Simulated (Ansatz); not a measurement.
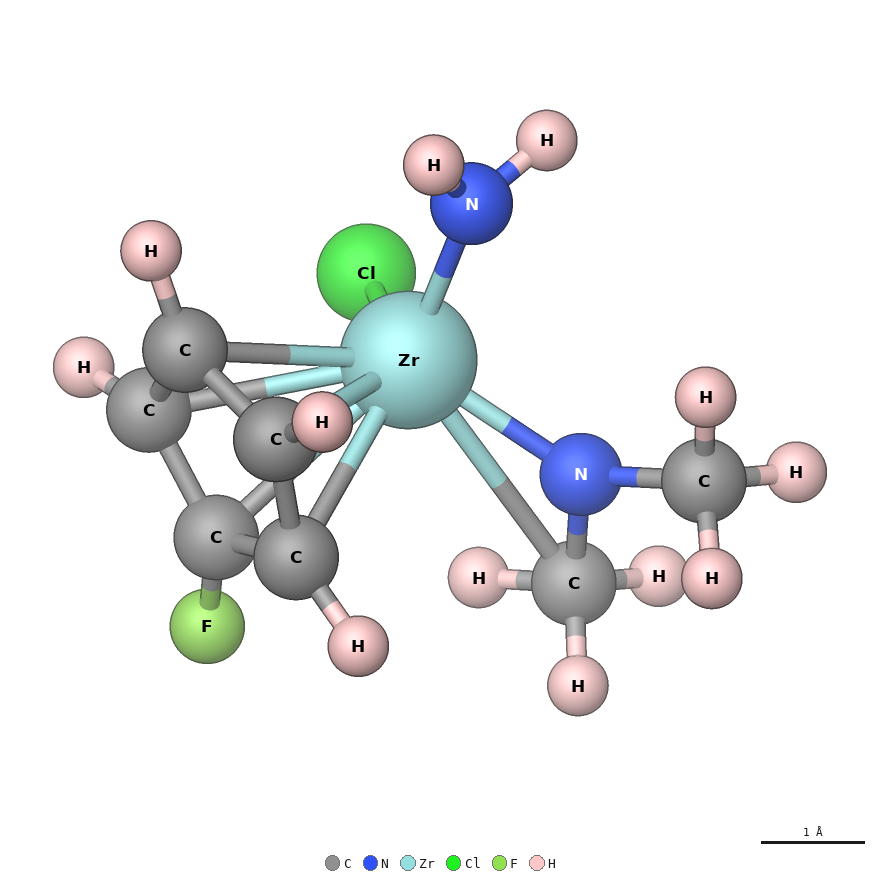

Distant atoms are faded towards the background colour. Charge 0, singlet. Computed geometry: PBE0-D4/def2-TZVP optimisation. No frequency run is at hand to confirm it as a minimum. Masses are those of the most abundant isotopes; constants are for the rigid equilibrium geometry.

Q: What kind of rotor is it, and what are its rotational constants in MHz?

A: An asymmetric top (C1): A = 733, B = 595, C = 578 MHz. Ray's parameter κ is −0.78, nearer the prolate limit.
